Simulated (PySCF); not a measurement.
# Mg(8+), Al(9+), Si(10+): ionisation energies with spin-orbit coupling

Aim: the ionisation energy of these ions from differences of total energies, at each level of theory, and how far each lands from the tabulated value where there is one.

The numbers are computed with PySCF 2.14.0 (two-component X2C-1e, generalised determinants), except any that are marked as measured or tabulated.

**1. The system**

- Elements: magnesium (Z = 12), aluminium (Z = 13), silicon (Z = 14)
- Basis: one for each species, given in its step
- Hamiltonian: two-component X2C-1e, Gaussian nucleus, no Breit or QED terms; spin-orbit coupling, run by run: off; screened by Boettger's factors
- Core shells frozen in the correlated runs: none (for Mg(8+))
- State 1: Mg(8+): [He] 2s2
- State 2: Al(9+): [He] 2s2
- State 3: Si(10+): [He] 2s2
- Needed too, but not shown: Mg(9+) [He] 2s1 (2S), Al(10+) [He] 2s1 (2S), Si(11+) [He] 2s1 (2S)
- Methods: GHF, GMP2

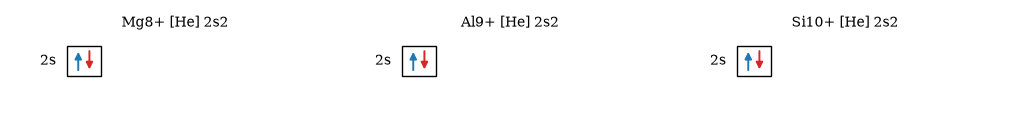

Occupation of the outer shells (arrows by Hund's rule).

All steps ran in one process of a driver on top of PySCF, which takes the settings above as its task.

The integrals over 108 functions and the set-up took 0.37 s of CPU time.

**2. Mg(8+)**

Basis: an even-tempered Gaussian basis (18 s from 0.97 bohr⁻², ratio 2.4; 10 p from 1.3 bohr⁻², ratio 2.4; 5 d from 4.5 bohr⁻², ratio 2.6; 5 f from 6.7 bohr⁻², ratio 2.6).

#### GHF (spin-free)

Log:

```text
cycle= 1 E= -162.2637106777  delta_E= -162  |FDS-SDF|= 5.98e-09
cycle= 2 E= -162.2637106777  delta_E= 0  |FDS-SDF|= 5.55e-10
cycle= 3 E= -162.2637106777  delta_E= -1.14e-13  |FDS-SDF|= 3.9e-11
```

It used 2.2 s of CPU time after the integrals (shared host).

Occupied spinors (without spin-orbit coupling the j labels only name the start):

| spinor shell | electrons | mean energy (eV) | weight of the nominal j | rms radius (bohr) |
| --- | --- | --- | --- | --- |
| 1s1/2 | 2 | -1648.6 | 1.000 | 0.149 |
| 2s1/2 | 2 | -324.25 | 1.000 | 0.620 |

M_J = 0, ⟨J²⟩ = 0.000, ⟨L²⟩ = 0.000, ⟨S²⟩ = 0.000.

#### GMP2 (spin-free)

No log was kept for this step.

CPU time 0.68 s on a shared host, the integrals not counted.

With 4 electrons correlated and 30 very high virtual spinors dropped, the MP2 correlation energy is -0.13969 hartree. Largest pairs: 2s1/2-2s1/2 -0.0856, 1s1/2-1s1/2 -0.0410, 1s1/2-2s1/2 -0.0131.

#### GHF (screened spin-orbit)

Log:

```text
cycle= 1 E= -162.2637106777  delta_E= -162  |FDS-SDF|= 5.98e-09
cycle= 2 E= -162.2637106777  delta_E= -5.68e-14  |FDS-SDF|= 5.6e-10
cycle= 3 E= -162.2637106777  delta_E= 2.84e-13  |FDS-SDF|= 8.68e-11
```

It used 2.2 s of CPU time after the integrals (shared host).

Occupied spinors:

| spinor shell | electrons | mean energy (eV) | weight of the nominal j | rms radius (bohr) |
| --- | --- | --- | --- | --- |
| 1s1/2 | 2 | -1648.6 | 1.000 | 0.149 |
| 2s1/2 | 2 | -324.25 | 1.000 | 0.620 |

M_J = 0, ⟨J²⟩ = 0.000, ⟨L²⟩ = 0.000, ⟨S²⟩ = 0.000.

#### GMP2 (screened spin-orbit)

No log was kept for this step.

It used 0.09 s of CPU time after the integrals (shared host).

With 4 electrons correlated and 30 very high virtual spinors dropped, the MP2 correlation energy is -0.13969 hartree. Largest pairs: 2s1/2-2s1/2 -0.0856, 1s1/2-1s1/2 -0.0410, 1s1/2-2s1/2 -0.0131.

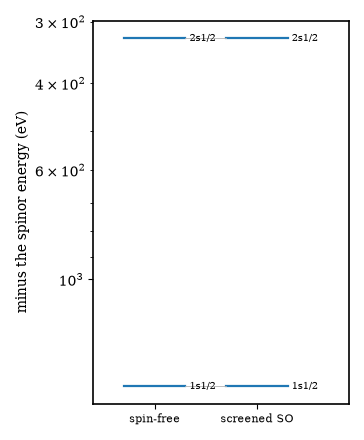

The highest 2 spinor levels of Mg(8+) on a logarithmic scale, without and with spin-orbit coupling.

**3. Al(9+)**

Basis: an uncontracted even-tempered set (17 s from 1.2 bohr⁻², ratio 2.4; 10 p from 1.6 bohr⁻², ratio 2.4; 5 d from 5.4 bohr⁻², ratio 2.6; 5 f from 8.1 bohr⁻², ratio 2.6).

#### GHF (spin-free)

Log:

```text
cycle= 1 E= -192.0604875152  delta_E= -192  |FDS-SDF|= 3.81e-09
cycle= 2 E= -192.0604875152  delta_E= 0  |FDS-SDF|= 3.22e-10
cycle= 3 E= -192.0604875152  delta_E= -2.84e-14  |FDS-SDF|= 9.11e-12
```

It used 2.1 s of CPU time after the integrals (shared host).

Occupied spinors (without spin-orbit coupling the j labels only name the start):

| spinor shell | electrons | mean energy (eV) | weight of the nominal j | rms radius (bohr) |
| --- | --- | --- | --- | --- |
| 1s1/2 | 2 | -1962.0 | 1.000 | 0.137 |
| 2s1/2 | 2 | -394.64 | 1.000 | 0.565 |

M_J = 0, ⟨J²⟩ = 0.000, ⟨L²⟩ = 0.000, ⟨S²⟩ = 0.000.

#### GMP2 (spin-free)

This step left no log, only its results.

It used 0.59 s of CPU time after the integrals (shared host).

With 4 electrons correlated and 28 very high virtual spinors dropped, the MP2 correlation energy is -0.14633 hartree. Largest pairs: 2s1/2-2s1/2 -0.0918, 1s1/2-1s1/2 -0.0411, 1s1/2-2s1/2 -0.0135.

#### GHF (screened spin-orbit)

Log:

```text
cycle= 1 E= -192.0604875152  delta_E= -192  |FDS-SDF|= 3.81e-09
cycle= 2 E= -192.0604875152  delta_E= 0  |FDS-SDF|= 3.21e-10
cycle= 3 E= -192.0604875152  delta_E= -2.84e-14  |FDS-SDF|= 1.37e-11
```

It used 2.1 s of CPU time after the integrals (shared host).

Occupied spinors:

| spinor shell | electrons | mean energy (eV) | weight of the nominal j | rms radius (bohr) |
| --- | --- | --- | --- | --- |
| 1s1/2 | 2 | -1962.0 | 1.000 | 0.137 |
| 2s1/2 | 2 | -394.64 | 1.000 | 0.565 |

M_J = 0, ⟨J²⟩ = 0.000, ⟨L²⟩ = 0.000, ⟨S²⟩ = 0.000.

#### GMP2 (screened spin-orbit)

No log was kept for this step.

It used 0.1 s of CPU time after the integrals (shared host).

With 4 electrons correlated and 28 very high virtual spinors dropped, the MP2 correlation energy is -0.14633 hartree. Largest pairs: 2s1/2-2s1/2 -0.0918, 1s1/2-1s1/2 -0.0411, 1s1/2-2s1/2 -0.0135.

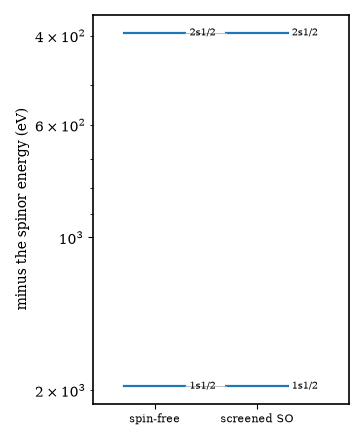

The highest 2 spinor levels of Al(9+) on a logarithmic scale, without and with spin-orbit coupling.

**4. Si(10+), method by method**

Basis: an even-tempered Gaussian basis (17 s from 1.4 bohr⁻², ratio 2.4; 10 p from 1.9 bohr⁻², ratio 2.4; 5 d from 6.4 bohr⁻², ratio 2.6; 5 f from 9.6 bohr⁻², ratio 2.6).

#### GHF (spin-free)

Log:

```text
cycle= 1 E= -224.3901551710  delta_E= -224  |FDS-SDF|= 2.75e-09
cycle= 2 E= -224.3901551710  delta_E= 2.56e-13  |FDS-SDF|= 2.12e-10
cycle= 3 E= -224.3901551710  delta_E= -1.71e-13  |FDS-SDF|= 1.04e-11
```

CPU time 2.1 s on a shared host, the integrals not counted.

Occupied spinors (without spin-orbit coupling the j labels only name the start):

| spinor shell | electrons | mean energy (eV) | weight of the nominal j | rms radius (bohr) |
| --- | --- | --- | --- | --- |
| 1s1/2 | 2 | -2302.9 | 1.000 | 0.127 |
| 2s1/2 | 2 | -471.93 | 1.000 | 0.519 |

M_J = 0, ⟨J²⟩ = 0.000, ⟨L²⟩ = 0.000, ⟨S²⟩ = 0.000.

#### GMP2 (spin-free)

The driver printed no log here.

CPU time 0.54 s on a shared host, the integrals not counted.

With 4 electrons correlated and 28 very high virtual spinors dropped, the MP2 correlation energy is -0.15282 hartree. Largest pairs: 2s1/2-2s1/2 -0.0978, 1s1/2-1s1/2 -0.0413, 1s1/2-2s1/2 -0.0137.

#### GHF (screened spin-orbit)

Log:

```text
cycle= 1 E= -224.3901551710  delta_E= -224  |FDS-SDF|= 2.75e-09
cycle= 2 E= -224.3901551710  delta_E= -1.71e-13  |FDS-SDF|= 2.13e-10
cycle= 3 E= -224.3901551710  delta_E= 0  |FDS-SDF|= 1.48e-11
```

CPU time 2.1 s on a shared host, the integrals not counted.

Occupied spinors:

| spinor shell | electrons | mean energy (eV) | weight of the nominal j | rms radius (bohr) |
| --- | --- | --- | --- | --- |
| 1s1/2 | 2 | -2302.9 | 1.000 | 0.127 |
| 2s1/2 | 2 | -471.93 | 1.000 | 0.519 |

M_J = 0, ⟨J²⟩ = 0.000, ⟨L²⟩ = 0.000, ⟨S²⟩ = 0.000.

#### GMP2 (screened spin-orbit)

The driver printed no log here.

CPU time 0.1 s on a shared host, the integrals not counted.

With 4 electrons correlated and 28 very high virtual spinors dropped, the MP2 correlation energy is -0.15283 hartree. Largest pairs: 2s1/2-2s1/2 -0.0978, 1s1/2-1s1/2 -0.0413, 1s1/2-2s1/2 -0.0137.

**5. Differences of total energies**

Ionisation energy: Mg(8+) [He] 2s2 → Mg(9+) [He] 2s1 [2s1/2^1, M_J = 1/2].

| method | value (eV) | less the reference (eV) |
| --- | --- | --- |
| GHF (spin-free) | 323.96 | -4.03 |
| GMP2 (spin-free) | 326.41 | -1.58 |
| GHF (screened spin-orbit) | 323.96 | -4.03 |
| GMP2 (screened spin-orbit) | 326.41 | -1.58 |

Reference: 327.99 eV (semi-empirical (NIST evaluation); NIST Atomic Spectra Database, ionization energies).

Ionisation energy: Al(9+) [He] 2s2 → Al(10+) [He] 2s1 [2s1/2^1, M_J = 1/2].

| method | value (eV) | less the reference (eV) |
| --- | --- | --- |
| GHF (spin-free) | 394.35 | -4.30 |
| GMP2 (spin-free) | 396.97 | -1.68 |
| GHF (screened spin-orbit) | 394.35 | -4.30 |
| GMP2 (screened spin-orbit) | 396.97 | -1.68 |

Reference: 398.65 ± 0.06 eV (semi-empirical (NIST evaluation); NIST Atomic Spectra Database, ionization energies).

Ionisation energy: Si(10+) [He] 2s2 → Si(11+) [He] 2s1 [2s1/2^1, M_J = 1/2].

| method | value (eV) | less the reference (eV) |
| --- | --- | --- |
| GHF (spin-free) | 471.63 | -4.64 |
| GMP2 (spin-free) | 474.42 | -1.85 |
| GHF (screened spin-orbit) | 471.63 | -4.64 |
| GMP2 (screened spin-orbit) | 474.42 | -1.85 |

Reference: 476.27 eV (semi-empirical (NIST evaluation); NIST Atomic Spectra Database, ionization energies).

The differences also use runs on Mg(9+) [He] 2s1 (2S), Al(10+) [He] 2s1 (2S), Si(11+) [He] 2s1 (2S), which are not shown here.

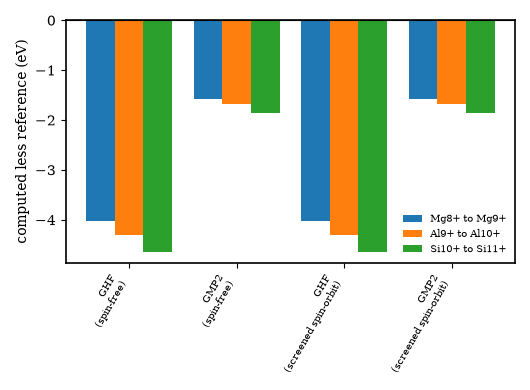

Computed less reference values by method, where the reference is not like for like or is itself uncertain.

**6. What came out**

```
                  quantity                                                                                  value
 ionisation energy, Mg(8+)         GHF (spin-free) 323.96, GMP2 (screened spin-orbit) 326.41 eV; reference 327.99
 ionisation energy, Al(9+)  GHF (spin-free) 394.35, GMP2 (screened spin-orbit) 396.97 eV; reference 398.65 ± 0.06
ionisation energy, Si(10+)         GHF (spin-free) 471.63, GMP2 (screened spin-orbit) 474.42 eV; reference 476.27
```

What this shows: For the first difference the methods span 2.451 eV, from GHF (screened spin-orbit) (323.96) to GMP2 (screened spin-orbit) (326.41). The reference is uncertain or not like for like (spin-orbit coupling or other relativistic terms), so no ranking of close methods is drawn. Spin-orbit coupling moves the first difference by +0.000 eV at GMP2. The basis is finite, and no extrapolation was made.
